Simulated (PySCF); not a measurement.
C₃H₆BF₃Ge

The calculation's input:

```
{"job": {"kind": "uv", "xc": "CAM-B3LYP", "basis": "def2-SVPD", "nstates": 8, "ntriplets": 3}, "charge": 0, "multiplicity": 1}
F      3.062205    -0.207328     0.047842
B      1.764180    -0.392924     0.032842
F      1.387551    -1.666118     0.051701
C      0.638224     0.700218    -0.004181
C     -0.285437     0.383072    -1.212846
Ge    -1.341622    -0.824962    -0.009818
F     -3.090933    -0.488691    -0.039398
C     -0.326134     0.424900     1.182861
H      1.010446     1.725769    -0.015361
H     -0.886637     1.253904    -1.476419
H      0.230420     0.029142    -2.101227
H     -1.386182    -2.344084     0.024400
H      0.157870     0.102469     2.100564
H     -0.934629     1.304160     1.396875
```

Launched as:

```sh
OMP_NUM_THREADS=1 python probes_run.py task.json out
```

Geometry: GFN2-xTB.

These are results of CAM-B3LYP/def2-SVPD, SCF density, gas phase in PySCF 2.14.0, not measurements.

Question: What will maps of the electron density and electron localisation function show?

Answer: B–F (1.31 Å): ρ is about 2.3 e/Å³ halfway; the ELF peaks at about 0.85 between the atoms; a shared but strongly polarised pair.
C–B (1.57 Å): the density is about 1.5 e/Å³ at the midpoint; the ELF peaks at about 1 between the atoms, as expected for a shared electron pair.
Ge–F (1.78 Å): ρ is about 0.82 e/Å³ halfway; the ELF peaks at about 0.85 in the valence shell of F, 0.6 Å from its nucleus, and is about 0.20 at the midpoint.
C–H (1.09 Å): ρ is about 2 e/Å³ halfway; the ELF climbs to about 1 towards the hydrogen, as it does in any bond to H (a covalent bond by its length).

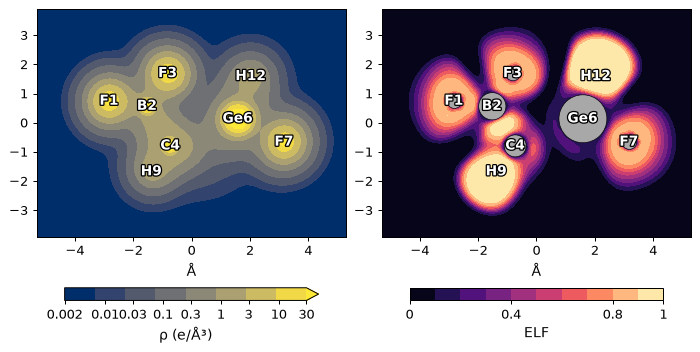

Computed electron density and electron localisation function on the plane of atoms F7, Ge6 and H12, in this order. Grey discs cover the atomic cores in the ELF map. 
